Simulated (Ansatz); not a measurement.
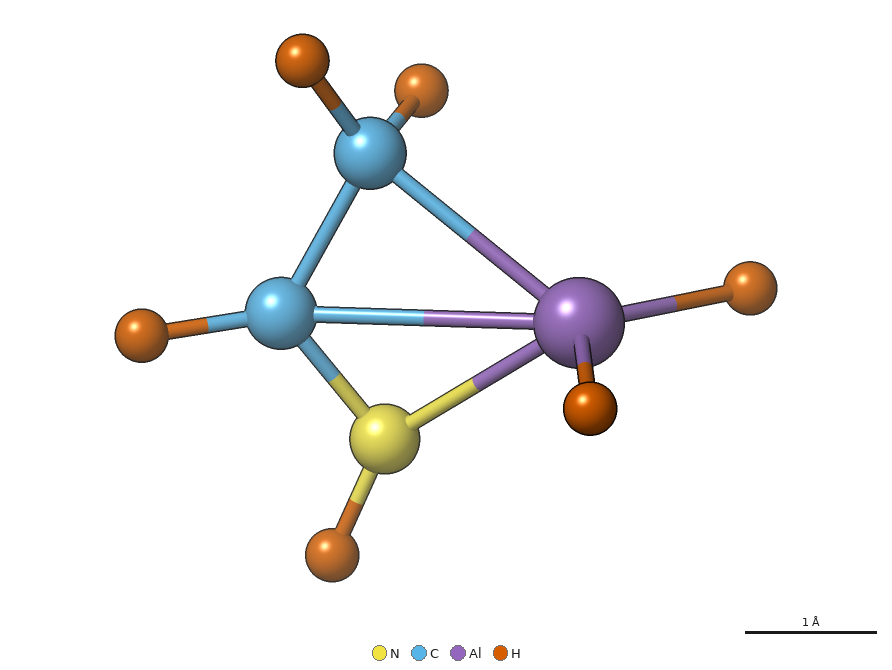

Rendered structure (ball-and-stick style).

What does the picture show?

Formula C2H6AlN. The point group is C1.

More results for the same structure follow; atom numbers are the same in all pictures, views and colours differ. The computed structure is the end point of a PBE0-D4/def2-TZVP optimisation.

**Shape**

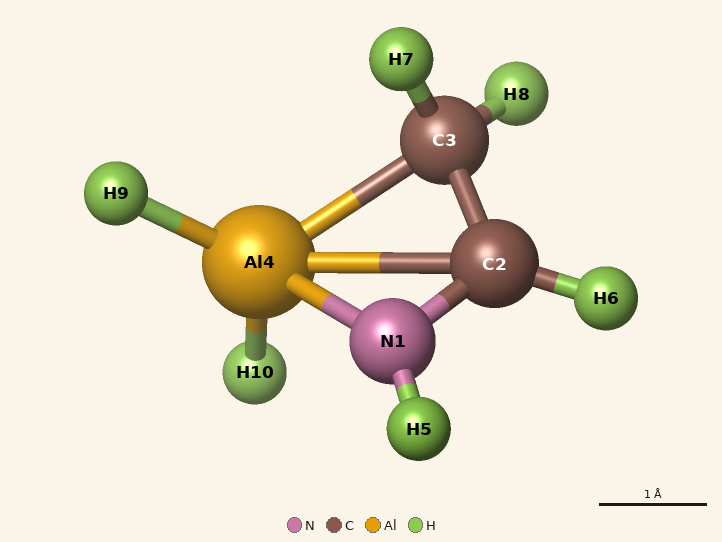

Atoms carry their numbers in the input.

What are the angles N1–C2–C3, N1–Al4–H9, C2–N1–H5, C2–C3–Al4, C2–Al4–C3, C2–Al4–H9, C2–Al4–H10, C3–C2–Al4, C3–C2–H6, C3–Al4–H10, Al4–C2–H6, Al4–C3–H8?

| angle | degrees |
| --- | --- |
| N1–C2–C3 | 113.7 |
| N1–Al4–H9 | 116.3 |
| C2–N1–H5 | 118.6 |
| C2–C3–Al4 | 82.0 |
| C2–Al4–C3 | 37.1 |
| C2–Al4–H9 | 131.4 |
| C2–Al4–H10 | 106.9 |
| C3–C2–Al4 | 60.9 |
| C3–C2–H6 | 124.5 |
| C3–Al4–H10 | 114.9 |
| Al4–C2–H6 | 154.9 |
| Al4–C3–H8 | 134.4 |

**Levels of theory compared**

Program: Ansatz 0.2.0.

At this fixed geometry, give HOMO–LUMO gap (eV) at these levels: B3LYP-D4/def2-TZVPP; B97M-V/def2-TZVPP; PBE-D4/def2-TZVPP; PBE0-D4/def2-QZVPP; PBE0-D4/def2-SVP; r2SCANh-D4/def2-TZVPP; ωB97M-V/def2-QZVPP; ωB97M-V/def2-SVP; ωB97M-V/def2-TZVPP; ωB97X-V/def2-TZVPP.

```json
{"level": "B3LYP-D4/def2-TZVPP", "HOMO–LUMO gap (eV)": "5.44"}
{"level": "B97M-V/def2-TZVPP", "HOMO–LUMO gap (eV)": "4.26"}
{"level": "PBE-D4/def2-TZVPP", "HOMO–LUMO gap (eV)": "3.73"}
{"level": "PBE0-D4/def2-QZVPP", "HOMO–LUMO gap (eV)": "5.86"}
{"level": "PBE0-D4/def2-SVP", "HOMO–LUMO gap (eV)": "5.96"}
{"level": "r2SCANh-D4/def2-TZVPP", "HOMO–LUMO gap (eV)": "4.95"}
{"level": "ωB97M-V/def2-QZVPP", "HOMO–LUMO gap (eV)": "10.14"}
{"level": "ωB97M-V/def2-SVP", "HOMO–LUMO gap (eV)": "10.36"}
{"level": "ωB97M-V/def2-TZVPP", "HOMO–LUMO gap (eV)": "10.22"}
{"level": "ωB97X-V/def2-TZVPP", "HOMO–LUMO gap (eV)": "10.46"}
```

**Vibrations**

Harmonic vibrations computed with RKS PBE0-D4/def2-TZVP (Ansatz 0.2.0) at a stationary point of the same level.

> List the wavenumbers.

24 modes: 79, 348, 407, 461, 484, 570, 601, 666, 773, 811, 846, 1011, 1089, 1126, 1218, 1391, 1461, 1606, 1893, 1896, 3074, 3096, 3207, 3609 cm⁻¹.

**Charges**

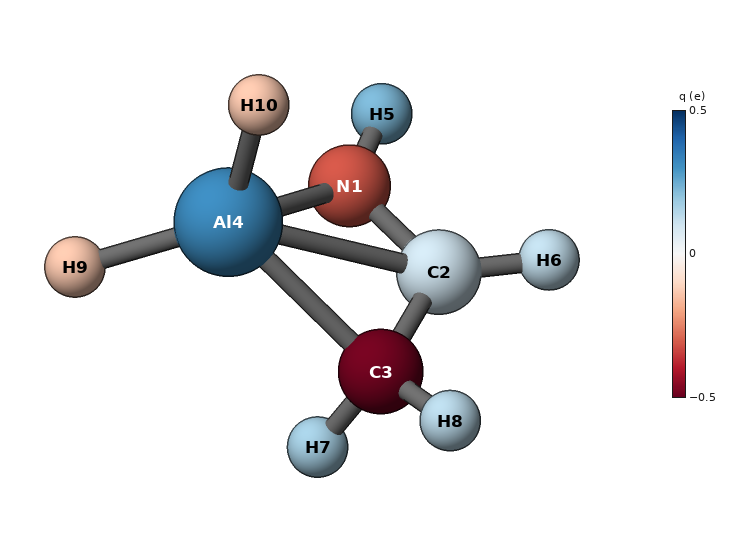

Atoms are coloured by their Mulliken charges. Properties computed with RKS PBE0-D4/def2-TZVP (Ansatz 0.2.0).

Give the Mulliken charges atom by atom.

```csv
atom,value (e)
N1,−0.31
C2,0.10
C3,−0.48
Al4,0.31
H5,0.22
H6,0.12
H7,0.17
H8,0.13
H9,−0.13
H10,−0.13
```

**Dipole moment**

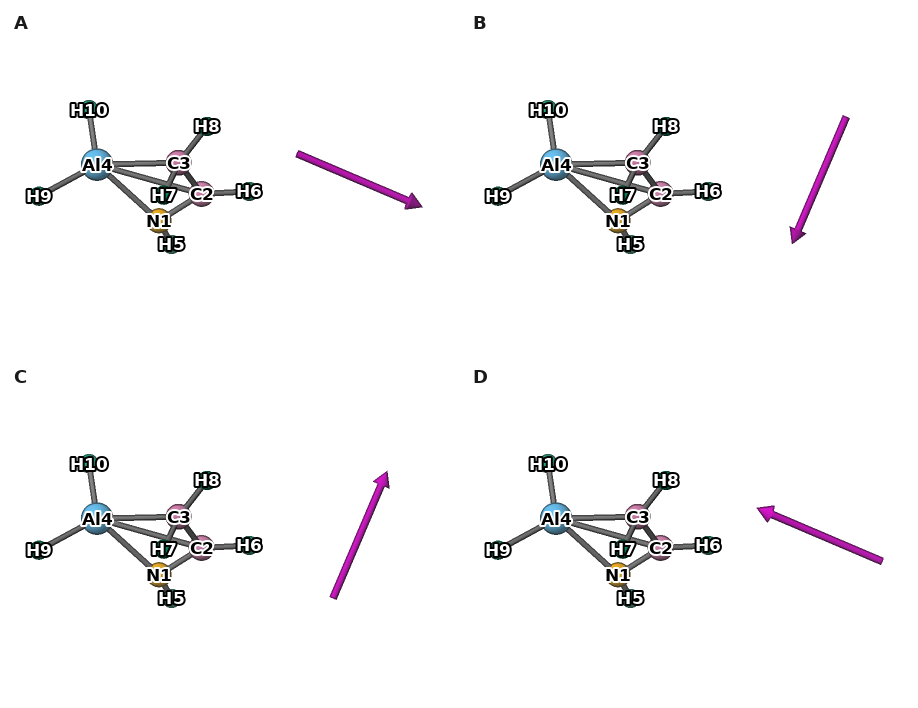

The same molecule four times, each with an arrow. Level of theory: RKS ωB97M-V/def2-TZVPP (Ansatz 0.2.0).

> Which arrow points along the dipole moment, from the negative to the positive end?

A. The dipole moment is 3.82 D; it points from the side of H9 to the side of H6 (the outermost atoms at the two ends).

Mulliken values depend strongly on the basis set and can even reverse the polarity of a bond.
